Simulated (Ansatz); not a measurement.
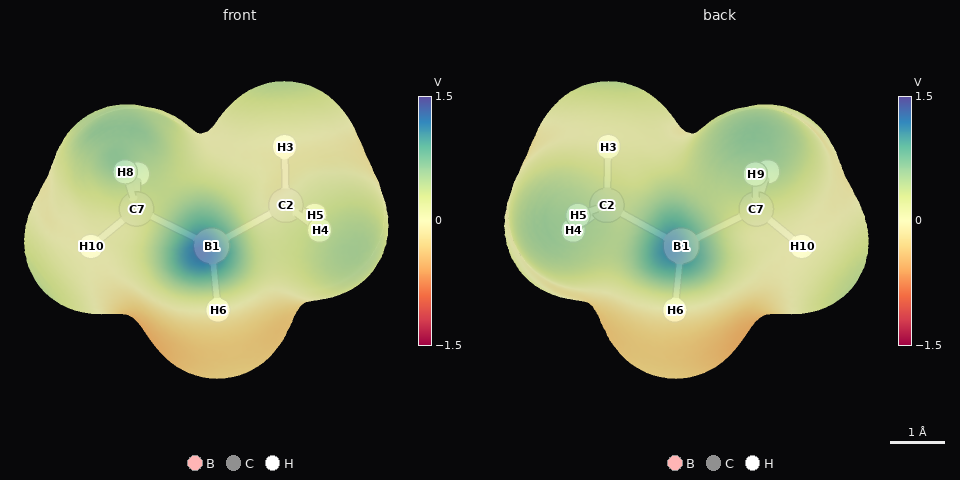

The picture shows: C2H7B. The molecular electrostatic potential painted on the density surface at 0.002 e/bohr³, seen from the front and from behind; red is negative and blue positive.

Not at a stationary point (largest force 0.7 eV/Å).

All numbers below come from Ansatz 0.2.0, RKS PBE0/def2-SVP.

The calculation's input:

```
crystal:
  periodic: [false, false, false]
  atoms:
    - { symbol: B, position_ang: [0.0, 0.0, 0.0] }
    - { symbol: C, position_ang: [1.0599, 0.0, 1.4549] }
    - { symbol: H, position_ang: [0.0603, -0.3092, 1.8254] }
    - { symbol: H, position_ang: [1.8275, -0.7111, 1.8254] }
    - { symbol: H, position_ang: [1.2919, 1.0203, 1.8254] }
    - { symbol: H, position_ang: [1.3894, 0.0, -0.0408] }
    - { symbol: C, position_ang: [-1.3856, 0.0, -0.8] }
    - { symbol: H, position_ang: [-1.9458, -0.9305, -0.5708] }
    - { symbol: H, position_ang: [-1.9898, 0.8797, -0.4946] }
    - { symbol: H, position_ang: [-1.1839, 0.0508, -1.8903] }
basis:
  gaussian: { orbitals: def2-SVP }
hamiltonian:
  xc: pbe0
relax:
  f_tol: 0.15
  max_steps: 25
  restrain:
    - { distance: [1, 5], at: 2.31, k: 30.0 }
    - { distance: [0, 1], at: 1.6, k: 30.0 }
    - { distance: [0, 5], at: 1.19, k: 30.0 }
output:
  orbitals: {}
```

Launched as:

```sh
ansatz run input.yaml --threads 1 --pin off --max-ram 2048MiB --backend cpu --events-out ev --progress --plain --runs-dir out
```

The fields are those of the run's last geometry, not of the input's.

### Where is the surface potential most negative and most positive?

The most negative region (about −0.5 V) lies over H6, the most positive (about +1.1 V) over B1.
